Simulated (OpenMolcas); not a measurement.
# CH5BOSi (SMILES B[SiH2]C=O): a chain of runs

We compute a single-point energy (HF/ANO-RCC-MB), then a single-point energy (CASSCF(2,2)/ANO-RCC-VDZP), then an energy scan (CASPT2(2,2)/ANO-RCC-VDZP), then an energy scan (SC-NEVPT2(2,2)/ANO-RCC-VDZP), then the energy along one coordinate (MC-PDFT[tPBE](2,2)/ANO-RCC-VDZP) of CH5BOSi. 

Program for the calculation: OpenMolcas 26.06.

### 1 The structure to begin with

CH5BOSi has 9 atoms, charge 0, and is taken as a singlet. As SMILES, `B[SiH2]C=O`. Geometry: relaxed at PBE0-D4/def2-TZVP. This is one conformer, not always the lowest.

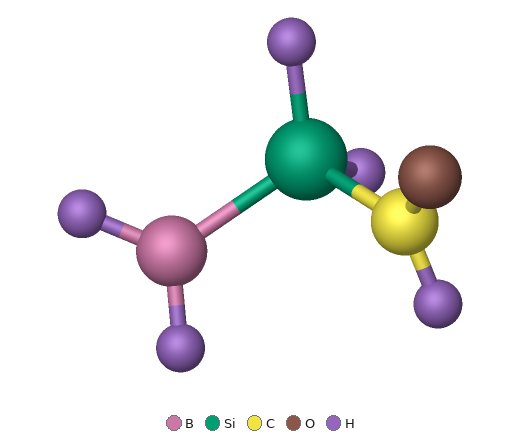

The structure, seen from a chosen angle (boron pink, silicon teal, carbon yellow, oxygen brown, hydrogen purple).

### 2 The energy at HF/ANO-RCC-MB (DKH2) (run 1)

struct.xyz reads:

```xyz
9

B     -0.950100     0.850000    -1.073100
Si     0.610800    -0.206000    -0.386500
C      0.330600    -0.553700     1.494500
O      1.022800    -0.098400     2.365800
H     -2.057600     0.518200    -0.767000
H     -0.828800     1.799400    -1.786900
H      1.958100     0.387600    -0.570700
H      0.542000    -1.540900    -1.055900
H     -0.539200    -1.202400     1.762900
```

step1.input reads:

```
* CH5BOSi Hartree-Fock
&GATEWAY
Coord = struct.xyz
Basis = ANO-RCC-MB
Group = NoSym
&SEWARD
&SCF
PrOrbitals = 0
&LOCALISATION
Occupied
Freeze
Pipek-Mezey
&LOCALISATION
FileOrb = $Project.LocOrb
Virtual
Pipek-Mezey
```

Command:

```
$ export MOLCAS_MEM=1860
$ pymolcas step1.input > step1.log
```

The log of the run:

```text
--- Start Module: gateway ---
[...]
--- Stop Module: gateway /rc=_RC_ALL_IS_WELL_ ---
[...]
      Basis functions           29
[...]
       Convergence after  14 Iterations
[...]
::    Total SCF energy                               -429.6445331481
[...]
      Total spin, S                                     0.0000000000
[...]
      Total electronic charge=   38.000000
      Total            charge=   -0.000000
[...]
      Dipole Moment (debye):
      Origin of the operator (angstrom)=    0.3613   -0.0647    0.4264
                   X= -1.4827E+00               Y= -6.6448E-01               Z= -2.0665E+00           Total=  2.6288E+00
      Quadrupole Moment (debye*angstrom):
[...]
--- Start Module: localisation ---
[...]
--- Stop Module: localisation /rc=_RC_ALL_IS_WELL_ ---
--- Start Module: localisation ---
[...]
--- Stop Module: localisation /rc=_RC_ALL_IS_WELL_ ---
[...]
```

Wall time 5.7 s (1 thread of AMD EPYC 7R43 (Zen 3), shared host); peak memory 0.37 GiB.

### 3 A single-point energy at CASSCF(2,2)/ANO-RCC-VDZP (DKH2, RICD fitting) (run 2)

struct.xyz is that of step 2.

step2.input reads:

```
&GATEWAY
 Coord=struct.xyz
 Basis=ANO-RCC-MB
 Group=NoSym

&SEWARD

&RASSCF
 FileOrb=$CurrDir/step1.LocOrb
 Alter=1
 1 20 22
 Spin=1
 Nactel=2 0 0
 Inactive=18
 Ras2=2
 OrbListing=Nothing
>>> COPY $Project.RunFile RUNFIL1
>>> COPY $Project.RasOrb INPORB

&GATEWAY
 Coord=struct.xyz
 Basis=ANO-RCC-VDZP
 Group=NoSym
 RICD

&SEWARD
>>> COPY $Project.RunFile RUNFIL2

&EXPBAS

&RASSCF
 FileOrb=$Project.ExpOrb
 Spin=1
 Nactel=2 0 0
 Inactive=18
 Ras2=2
 OrbListing=Nothing
```

Command:

```
$ export MOLCAS_MEM=1860
$ pymolcas step2.input > step2.log
```

The log of the run:

```text
--- Start Module: gateway ---
[...]
      Basis functions           29
[...]
      Number of active orbitals                  2
[...]
      Spin quantum number                      0.0
[...]
      Active orbitals                            2
[...]
      Number of CSFs                             3
[...]
      Number of root(s) required                 1
[...]
      Convergence after 13 iterations
[...]
      printout of CI-coefficients larger than  0.05 for root  1
      energy=    -429.656778
      conf/sym  11     Coeff  Weight
             1  20   0.99417 0.98838
             3  02  -0.10781 0.01162
      Natural orbitals and occupation numbers for root  1
      sym 1:   1.976755   0.023245
      ************************************************************************************************************************
      *                                                    Final results                                                     *
[...]
::    RASSCF root number  1 Total energy:   -429.65677818
[...]
      Basis functions           85
[...]
      Convergence after 14 iterations
[...]
      Natural orbitals and occupation numbers for root  1
      sym 1:   1.981269   0.018731
      ************************************************************************************************************************
      *                                                    Final results                                                     *
[...]
::    RASSCF root number  1 Total energy:   -429.94679891
[...]
      Total electronic charge=   38.000000
      Total            charge=   -0.000000
[...]
      Dipole Moment (debye):
      Origin of the operator (angstrom)=    0.3613   -0.0647    0.4264
                   X= -1.7051E+00               Y= -4.8810E-01               Z= -2.4420E+00           Total=  3.0182E+00
      Quadrupole Moment (debye*angstrom):
[...]
```

Run time: 15 s. Hardware: 1 thread of AMD EPYC 7R43 (Zen 3), shared host; peak memory 0.38 GiB.

### 4 An energy scan at CASPT2(2,2)/ANO-RCC-VDZP (DKH2, RICD fitting, ipea shift 0.25 Eh, pt2 variant SS) (run 3)

step3.input reads:

```
* CH5BOSi CASPT2
>>> EXPORT MOLCAS_PRINT=2
>>> COPY $CurrDir/step2.RasOrb $Project.RasOrb
>>> ForEach K in (1, 2, 3, 4, 5, 6, 7, 8, 9)
&GATEWAY
Coord
$CurrDir/point$K.xyz
Basis
ANO-RCC-VDZP
Group
NoSym
RICD
&SEWARD
&RASSCF
FileOrb
$Project.RasOrb
Spin
1
Nactel
2 0 0
Inactive
18
Ras2
2
OrbListing
Nothing
&CASPT2
Imaginary
0.2
Frozen
8
>>> EndDo
```

Command:

```
$ export MOLCAS_MEM=1860
$ pymolcas step3.input > step3.log
```

The log of the run:

```text
[...]
      Basis functions           85
[...]
      Number of active orbitals                  2
[...]
      Spin quantum number                      0.0
[...]
      Active orbitals                            2
[...]
      Number of CSFs                             3
[...]
      Number of root(s) required                 1
[...]
      Convergence after 14 iterations
[...]
      printout of CI-coefficients larger than  0.05 for root  1
      energy=    -429.928079
      conf/sym  11     Coeff  Weight
             1  20   0.99709 0.99418
             3  02  -0.07628 0.00582
      Natural orbitals and occupation numbers for root  1
      sym 1:   1.988364   0.011636
      ************************************************************************************************************************
      *                                                    Final results                                                     *
[...]
::    RASSCF root number  1 Total energy:   -429.92807941
[...]
::    CASPT2 Root  1     Total energy:   -430.41405197
[...]
      Convergence after 13 iterations
[...]
      Natural orbitals and occupation numbers for root  1
      sym 1:   1.981282   0.018718
      ************************************************************************************************************************
      *                                                    Final results                                                     *
[...]
      Convergence after 14 iterations
[...]
      Convergence after 17 iterations
[...]
      Convergence after 11 iterations
[...]
::    RASSCF root number  1 Total energy:   -429.84335551
[...]
::    CASPT2 Root  1     Total energy:   -430.33029271
[...]
      Convergence after 10 iterations
[...]
::    RASSCF root number  1 Total energy:   -429.84268945
[...]
      Reference weight:           0.84097
[...]
::    CASPT2 Root  1     Total energy:   -430.32913719
[...]
```

Run time: 100 s. Hardware: 1 thread of AMD EPYC 7R43 (Zen 3), shared host; peak memory 0.083 GiB.

The scan, from its lowest point:

```csv
C3–Si2 (Å),energy (kJ/mol)
1.740,40.4
1.933,0.0
2.127,16.9
2.417,77.1
2.803,156.0
3.287,217.3
3.867,248.7
4.640,260.3
5.800,263.4
```

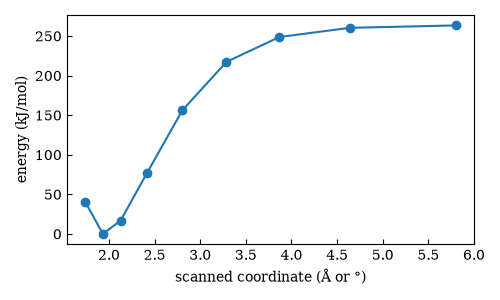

Energy along the scan.

### 5 The energy along one coordinate at SC-NEVPT2(2,2)/ANO-RCC-VDZP (DKH2, RICD fitting, pt2 variant SC-NEVPT2) (run 4)

step4.input reads:

```
* CH5BOSi NEVPT2
>>> COPY $CurrDir/step2.RasOrb $Project.RasOrb
>>> ForEach K in (1, 2, 3, 4, 5, 6, 7, 8, 9)

&GATEWAY
  COORD
  $CurrDir/point$K.xyz
  BASIS
  ANO-RCC-VDZP
  GROUP
  NoSym
  RICD

&SEWARD

&RASSCF
  FILEORB
  $Project.RasOrb
  SPIN
  1
  NACTEL
  2 0 0
  INACTIVE
  18
  RAS2
  2
  ORBLISTING
  Nothing

&CASPT2
  SC-NEVPT2
  FROZEN
  8
>>> EndDo
```

Command:

```
$ export MOLCAS_MEM=1860
$ pymolcas step4.input > step4.log
```

The log of the run:

```text
--- Start Module: gateway ---
[...]
      Basis functions           85
[...]
      Number of active orbitals                  2
[...]
      Spin quantum number                      0.0
[...]
      Active orbitals                            2
[...]
      Number of CSFs                             3
[...]
      Number of root(s) required                 1
[...]
      Convergence after 14 iterations
[...]
      printout of CI-coefficients larger than  0.05 for root  1
      energy=    -429.928079
      conf/sym  11     Coeff  Weight
             1  20   0.99709 0.99418
             3  02  -0.07628 0.00582
      Natural orbitals and occupation numbers for root  1
      sym 1:   1.988364   0.011636
      ************************************************************************************************************************
      *                                                    Final results                                                     *
[...]
::    RASSCF root number  1 Total energy:   -429.92807941
[...]
::    SC-NEVPT2 Root  1     Total energy:   -430.40915972
[...]
      Convergence after 13 iterations
[...]
      Natural orbitals and occupation numbers for root  1
      sym 1:   1.981282   0.018718
      ************************************************************************************************************************
      *                                                    Final results                                                     *
[...]
      Convergence after 14 iterations
[...]
      Convergence after 17 iterations
[...]
      Convergence after 11 iterations
[...]
::    RASSCF root number  1 Total energy:   -429.84335551
[...]
::    SC-NEVPT2 Root  1     Total energy:   -430.32630741
[...]
      Convergence after 10 iterations
[...]
::    RASSCF root number  1 Total energy:   -429.84268945
[...]
::    SC-NEVPT2 Root  1     Total energy:   -430.32523760
[...]
```

Wall time 91 s (1 thread of AMD EPYC 7R43 (Zen 3), shared host); peak memory 0.083 GiB.

The scan, from its lowest point:

```csv
C3–Si2 (Å),energy (kJ/mol)
1.740,41.9
1.933,0.0
2.127,15.6
2.417,74.6
2.803,153.5
3.287,216.5
3.867,248.1
4.640,259.4
5.800,262.2
```

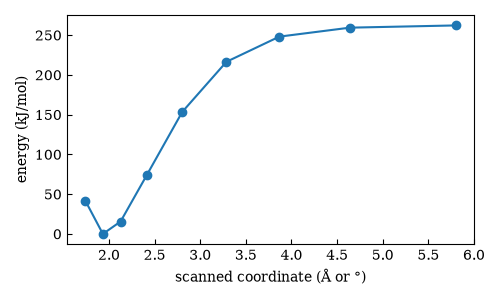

Energy along the scan.

### 6 The energy along one coordinate at MC-PDFT[tPBE](2,2)/ANO-RCC-VDZP (DKH2, RICD fitting) (run 5)

step5.input reads:

```
* CH5BOSi MC-PDFT
>>> EXPORT MOLCAS_PRINT=2
>>> COPY $CurrDir/step2.RasOrb $Project.RasOrb
>>> ForEach K in (1, 2, 3, 4, 5, 6, 7, 8, 9)
&gateway
coord
$CurrDir/point$K.xyz
basis
ANO-RCC-VDZP
group
NoSym
ricd
&seward
&rasscf
fileorb
$Project.RasOrb
spin
1
nactel
2 0 0
inactive
18
ras2
2
orblisting
Nothing
&mcpdft
ksdft
T:PBE
>>> EndDo
```

Command:

```
$ export MOLCAS_MEM=1860
$ pymolcas step5.input > step5.log
```

The log of the run:

```text
--- Start Module: gateway ---
[...]
      Basis functions           85
[...]
      Number of active orbitals                  2
[...]
      Spin quantum number                      0.0
[...]
      Active orbitals                            2
[...]
      Number of CSFs                             3
[...]
      Number of root(s) required                 1
[...]
      Convergence after 14 iterations
[...]
      printout of CI-coefficients larger than  0.05 for root  1
      energy=    -429.928079
      conf/sym  11     Coeff  Weight
             1  20   0.99709 0.99418
             3  02  -0.07628 0.00582
      Natural orbitals and occupation numbers for root  1
      sym 1:   1.988364   0.011636
      ************************************************************************************************************************
      *                                                    Final results                                                     *
[...]
::    RASSCF root number  1 Total energy:   -429.92807941
[...]
::    MCPDFT root number  1 Total energy:   -430.96706963
[...]
      Convergence after 13 iterations
[...]
      Natural orbitals and occupation numbers for root  1
      sym 1:   1.981282   0.018718
      ************************************************************************************************************************
      *                                                    Final results                                                     *
[...]
      Convergence after 14 iterations
[...]
      Convergence after 17 iterations
[...]
      Convergence after 11 iterations
[...]
::    RASSCF root number  1 Total energy:   -429.84335551
[...]
::    MCPDFT root number  1 Total energy:   -430.87249622
[...]
      Convergence after 10 iterations
[...]
::    RASSCF root number  1 Total energy:   -429.84268945
[...]
::    MCPDFT root number  1 Total energy:   -430.87180550
[...]
```

It took 99 s on 1 thread of AMD EPYC 7R43 (Zen 3), shared host; peak memory 0.083 GiB.

The scan, from its lowest point:

```csv
C3–Si2 (Å),energy (kJ/mol)
1.740,37.9
1.933,0.0
2.127,16.8
2.417,76.7
2.803,160.6
3.287,234.0
3.867,273.5
4.640,286.2
5.800,288.0
```

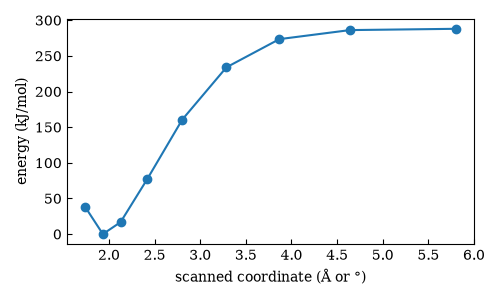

Energy along the scan.

### 7 What came out

| quantity | value |
| --- | --- |
| run 1, HF/ANO-RCC-MB: total energy | -429.64453 Eh |
| run 1, HF/ANO-RCC-MB: dipole moment | 2.63 D |
| run 1, HF/ANO-RCC-MB: HOMO energy | -11.57 eV |
| run 1, HF/ANO-RCC-MB: LUMO energy | 0.65 eV |
| run 1, HF/ANO-RCC-MB: HOMO–LUMO gap | 12.23 eV |
| run 2, CASSCF(2,2)/ANO-RCC-VDZP: total energy | -429.94680 Eh |
| run 2, CASSCF(2,2)/ANO-RCC-VDZP: dipole moment (CASSCF density) | 3.02 D |
| run 3, CASPT2(2,2)/ANO-RCC-VDZP: lowest energy of the scan | -430.42945 Eh |
| run 4, SC-NEVPT2(2,2)/ANO-RCC-VDZP: lowest energy of the scan | -430.42511 Eh |
| run 5, MC-PDFT[tPBE](2,2)/ANO-RCC-VDZP: lowest energy of the scan | -430.98149 Eh |

**Reading.** Mulliken charges (run 1, HF/ANO-RCC-MB) run from -0.38 on O4 to +0.42 on Si2; they depend strongly on the basis.
